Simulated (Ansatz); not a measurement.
**H₂O₂ (triplet): correlated methods under varied settings at distance O1–H3 along a hydrogen transfer = 1.531 Å**

Aim: run H₂O₂ (triplet) at one geometry under a spread of methods and options, and see what each costs and gives.

Program: Ansatz 0.2.0, Gaussian basis. Level of theory: the settings change from run to run. These are calculated values, not measurements.

9 further runs of the same task are left out: 8 that didn't finish, 1 set aside as unsound or not needed.

### Step 1. The geometry

The geometry derives from fragments relaxed apart (PBE0/def2-TZVP) and kept rigid, so it is no stationary point. A hydrogen atom is moved between rigid fragments.

4 atoms, charge 0, spin multiplicity 3.

Atoms are counted from 1 here; the program's logs count them from 0.

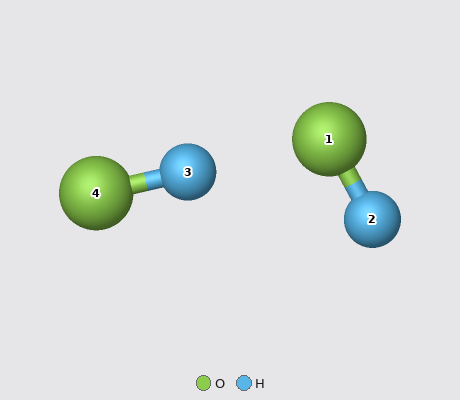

The structure; oxygen green, hydrogen blue; atoms are numbered from 1 in the order of the file.

### Step 2. NEVPT2(2,9)/cc-pVDZ

The input, in.yaml:

```yaml
crystal:
  periodic: [false, false, false]
  atoms:
    - {symbol: O, position_ang: [-1.223776, -0.027457, 0.000000]}
    - {symbol: H, position_ang: [-1.473086, 0.899119, 0.000000]}
    - {symbol: H, position_ang: [0.307224, -0.027457, 0.000000]}
    - {symbol: O, position_ang: [1.297224, -0.027457, 0.000000]}
basis:
  gaussian: {orbitals: cc-pVDZ}
magnetization: {spin_polarized: false, initial_magnetization: 2}
correlation: {method: sc_nevpt2, electrons: outside_noble_gas, active_space: {window: {electrons: 2, orbitals: 9}}}
scf: {lower_state_search: off}
```

Started as:

```
> ansatz run in.yaml --threads 1 --pin off --events-out ev --progress --plain --max-ram 2393MiB
```

Output:

```text
Functional definition: HF
  name "HF"
  cite "Fock, Z. Phys. 61, 126 (1930) doi:10.1007/BF01340294"
  parent pbe
  exchange = exact_x
  correlation = 0
these checks for a lower state are left out or cut short: stability, starts, cluster_reference, orbital_swaps, neighbouring_geometries, increment
343 factors; integrals over basis functions are off by at most 1.5e-3 eV
mean field evaluation 1: about -4096.6563 eV, gradient 3.3e1 eV
mean field evaluation 2: about -4096.6730 eV, gradient 3.3e1 eV
mean field evaluation 4: about -4096.3119 eV, gradient 3.5e1 eV
mean field evaluation 8: about -4101.2002 eV, gradient 2.0e1 eV
mean field evaluation 16: about -4102.7722 eV, gradient 1.7e-6 eV
mean field -4102.77223083 eV, -150.7740985243 hartree, gradient 1.7e-6 eV, S^2 2.000000; 0 other end points of the search recorded, 0 dependent functions left out
reference -4102.77223083 eV, -150.7740985243 hartree; 10, 8 occupied and 28, 30 virtual orbitals, 343 factors
state -4102.77297171 eV, -150.7741257509 hartree
state -4102.77297171 eV, -150.7741257509 hartree; corrected -4111.18533076 eV, -151.0832742439 hartree
WARN: 7 active orbitals are nearly empty or full. The corrections depend on them more than the energy does, and are more stable in an active space without them
Total energy: -4111.18533076 eV, -151.0832742439 hartree
Checks for a lower state left out: stability, starts, cluster_reference, orbital_swaps, neighbouring_geometries, increment
```

Run time: 5.5 s. Hardware: 1 thread of AMD EPYC 7R43, shared host.

From the report: 40 determinants; active occupations 1.00, 1.00, 0.00, 0.00, 0.00, 0.00, 0.00, 0.00, 0.00. The report marks this result as in doubt.

### Step 3. NEVPT2(4,5)/cc-pVDZ

The input, in.yaml:

```yaml
crystal:
  periodic: [false, false, false]
  atoms:
    - {symbol: O, position_ang: [-1.223776, -0.027457, 0.000000]}
    - {symbol: H, position_ang: [-1.473086, 0.899119, 0.000000]}
    - {symbol: H, position_ang: [0.307224, -0.027457, 0.000000]}
    - {symbol: O, position_ang: [1.297224, -0.027457, 0.000000]}
basis:
  gaussian: {orbitals: cc-pVDZ, fitting: {mean_field: def2-universal-jkfit}}
magnetization: {spin_polarized: false, initial_magnetization: 2}
correlation: {method: sc_nevpt2, electrons: all, active_space: {window: {electrons: 4, orbitals: 5}}}
scf: {lower_state_search: full}
```

Same command.

Output, shortened:

```text
Functional definition: HF
  name "HF"
  cite "Fock, Z. Phys. 61, 126 (1930) doi:10.1007/BF01340294"
  parent pbe
[...]
190 factors; integrals over basis functions are off by at most 2.1e-1 eV
[...]
mean field -4102.77054362 eV, -150.7740365204 hartree, gradient 9.0e-7 eV, S^2 2.000000; 22 other end points of the search recorded, 0 dependent functions left out
reference -4102.77054362 eV, -150.7740365204 hartree; 10, 8 occupied and 28, 30 virtual orbitals, 190 factors
state -4103.59106553 eV, -150.8041901442 hartree
state -4103.59106553 eV, -150.8041901442 hartree; corrected -4111.37969278 eV, -151.0904169165 hartree
state -4103.54524983 eV, -150.8025064483 hartree
state -4103.54524983 eV, -150.8025064483 hartree; corrected -4111.28487322 eV, -151.0869323619 hartree
state -4103.59106553 eV, -150.8041901442 hartree; corrected -4111.37969278 eV, -151.0904169165 hartree
Total energy: -4111.37969278 eV, -151.0904169165 hartree
```

Wall time 3.3 s (1 thread of AMD EPYC 7R43, shared host).

From the report: 48 determinants; active occupations 1.98, 1.00, 1.00, 0.02, 0.00.

### Step 4. HF/def2-mTZVP

The input, in.yaml:

```yaml
crystal:
  periodic: [false, false, false]
  atoms:
    - {symbol: O, position_ang: [-1.223776, -0.027457, 0.000000]}
    - {symbol: H, position_ang: [-1.473086, 0.899119, 0.000000]}
    - {symbol: H, position_ang: [0.307224, -0.027457, 0.000000]}
    - {symbol: O, position_ang: [1.297224, -0.027457, 0.000000]}
basis:
  gaussian: {orbitals: def2-mTZVP, point_charges: [{charge: -1.00, position_ang: [4.107, 0.979, -0.729]}]}
magnetization: {spin_polarized: true, initial_magnetization: 2}
hamiltonian: {xc: hf}
accuracy: high
output: {forces: true, orbitals: {seedname: orbitals}}
```

Launched as before.

Output, shortened:

```text
Functional definition: HF
  name "HF"
  cite "Fock, Z. Phys. 61, 126 (1930) doi:10.1007/BF01340294"
  parent pbe
[...]
921 factors; integrals over basis functions are off by at most 3.9e-9 eV
[...]
mean field -4103.71310993 eV, -150.8086751935 hartree, gradient 2.1e-8 eV, S^2 2.023107; 5 other end points of the search recorded, 0 dependent functions left out
[...]
reference -4103.71310993 eV, -150.8086751935 hartree; 10, 8 occupied and 44, 46 virtual orbitals, 921 factors
Total energy: -4103.71310993 eV, -150.8086751935 hartree
Atom 0 at    -1.223776    -0.027457     0.000000 Å, force    -1.440386     0.228077     0.015350 eV/Å
Atom 1 at    -1.473086     0.899119     0.000000 Å, force     0.123994    -0.108029     0.007532 eV/Å
Atom 2 at     0.307224    -0.027457     0.000000 Å, force     2.076829    -0.243898    -0.188963 eV/Å
Atom 3 at     1.297224    -0.027457     0.000000 Å, force    -0.860474     0.034938     0.237416 eV/Å
Dipole moment:    -0.388014     0.373248    -0.025086 e Å
```

Run time: 4.5 s. Hardware: 1 thread of AMD EPYC 7R43, shared host.

From the report: ⟨S²⟩ of the determinant 2.023 (pure triplet: 2.00).

### Step 5. MP2 on ROHF/cc-pVDZ

The input, in.yaml:

```yaml
crystal:
  periodic: [false, false, false]
  atoms:
    - {symbol: O, position_ang: [-1.223776, -0.027457, 0.000000]}
    - {symbol: H, position_ang: [-1.473086, 0.899119, 0.000000]}
    - {symbol: H, position_ang: [0.307224, -0.027457, 0.000000]}
    - {symbol: O, position_ang: [1.297224, -0.027457, 0.000000]}
basis:
  gaussian: {orbitals: cc-pVDZ}
magnetization: {spin_polarized: false, initial_magnetization: 2}
correlation: {method: mp2, electrons: outside_noble_gas}
output: {forces: true}
```

Same command.

Output, shortened:

```text
Functional definition: HF
  name "HF"
  cite "Fock, Z. Phys. 61, 126 (1930) doi:10.1007/BF01340294"
  parent pbe
[...]
343 factors; integrals over basis functions are off by at most 1.5e-3 eV
[...]
mean field -4102.77223083 eV, -150.7740985243 hartree, gradient 1.7e-6 eV, S^2 2.000000; 17 other end points of the search recorded, 0 dependent functions left out
[...]
2 core orbitals not correlated: weight in the atoms' cores, before any rotation towards them, 1.000 or more for the frozen orbitals, at most 0.000 for the correlated occupied ones
reference -4102.77223083 eV, -150.7740985243 hartree; 8, 6 occupied and 28, 30 virtual orbitals, 343 factors
second order -8.29613245 eV of doubles, -0.14700496 eV of singles
[...]
Total energy: -4111.21536825 eV, -151.0843781012 hartree
Atom 0 at    -1.223776    -0.027457     0.000000 Å, force    -1.107787    -0.841751    -0.000000 eV/Å
Atom 1 at    -1.473086     0.899119     0.000000 Å, force    -0.360999     0.939978     0.000000 eV/Å
Atom 2 at     0.307224    -0.027457     0.000000 Å, force     1.125609    -0.148972    -0.000000 eV/Å
Atom 3 at     1.297224    -0.027457     0.000000 Å, force     0.343177     0.050745     0.000000 eV/Å
Dipole moment:    -0.658093     0.356806    -0.000000 e Å
```

It took 2.4 s on 1 thread of AMD EPYC 7R43, shared host.

### Step 6. All runs side by side

Where basis and cores are those of an earlier UCCSDT(Q)/cc-pVDZ run (-4112.1250 eV), and the state is the same kind, the miss against it is given. † marks a result that the program doubts.

```csv
level,correlated,functions,energy (eV),from UCCSDT(Q) (meV),time
"NEVPT2(2,9)/cc-pVDZ †",outside noble gas,38,-4111.1853,939.7,5.5 s
"NEVPT2(4,5)/cc-pVDZ",all,38,-4111.3797,,3.3 s
HF/def2-mTZVP (beside a point charge),,54,-4103.7131,,4.5 s
MP2 on ROHF/cc-pVDZ,outside noble gas,38,-4111.2154,909.7,2.4 s
```

### Step 7. Summary of results

| quantity | value |
| --- | --- |
| runs | 4 |
| quickest | MP2 on ROHF/cc-pVDZ, 2.4 s |
| slowest | NEVPT2(2,9)/cc-pVDZ †, 5.5 s |

What this shows: Total energies in different bases, with other cores or another treatment of relativity can't be set against each other. NEVPT2(2,9)/cc-pVDZ † took 2 times as long as MP2 on ROHF/cc-pVDZ; the jobs differ in more than the method. Among the correlated runs with a miss given, it spans +910 to +940 meV.
